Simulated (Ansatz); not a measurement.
Input file:

```
crystal:
  periodic: [false, false, false]
  atoms:
    - { symbol: B, position_ang: [-0.042897, 0.451139, -0.473317] }
    - { symbol: "N", position_ang: [-0.071916, 0.047586, 2.247587] }
    - { symbol: H, position_ang: [-0.7758, -0.194364, 2.919791] }
    - { symbol: H, position_ang: [0.818612, 0.032594, 2.710843] }
    - { symbol: O, position_ang: [1.16767, -0.096835, -0.731664] }
    - { symbol: H, position_ang: [1.154291, -0.988046, -1.041855] }
    - { symbol: O, position_ang: [-1.25085, -0.119083, -0.700528] }
    - { symbol: H, position_ang: [-1.264058, -1.057089, -0.804159] }
    - { symbol: F, position_ang: [-0.048069, 1.707356, -0.053451] }
    - { symbol: H, position_ang: [-0.242384, 1.016543, 1.954054] }
basis:
  gaussian: { orbitals: "6-31G*" }
hamiltonian:
  xc: hf
relax:
  f_tol: 0.03
  max_steps: 50
output:
  orbitals: {}
```

Run with:

```sh
ansatz run input.yaml --threads 1 --pin off --max-ram 2048MiB --backend cpu --events-out ev --progress --plain --runs-dir out
```

The fields are those of the run's last geometry, not of the input's.

Method: RHF/6-31G* (Ansatz).

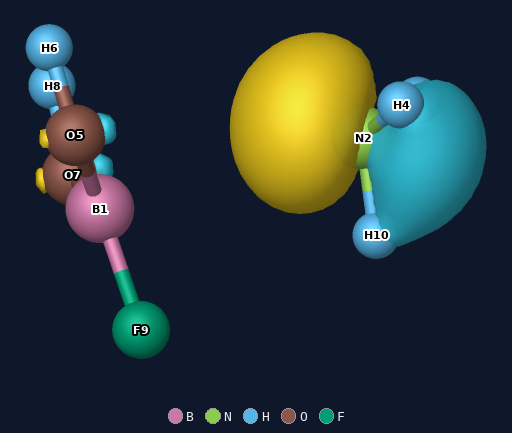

BFH₂O₂···NH₃. The HOMO at ±0.2 Å⁻³ᐟ² (yellow and cyan are the two phases), seen from one side.

### What is the character of this orbital?

Its weight (Hirshfeld) is mainly on N2 (about 75 %); largely a lone pair of N2. Its energy is −11.75 eV.
